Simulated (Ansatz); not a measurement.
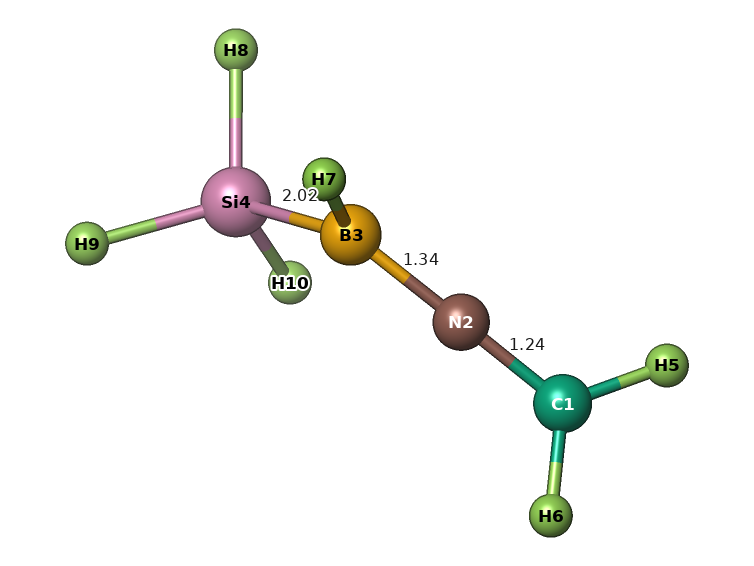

The numbers beside the sticks are distances in Å. Sticks don't show bond order. The computed structure is the end point of a PBE0-D4/def2-TZVP optimisation.

Question: Which of the marked bonds are single, double, triple or aromatic?

Answer: C1–N2 double; N2–B3 single; B3–Si4 single.

Question: Write the SMILES.

Answer: C=NB[SiH3]
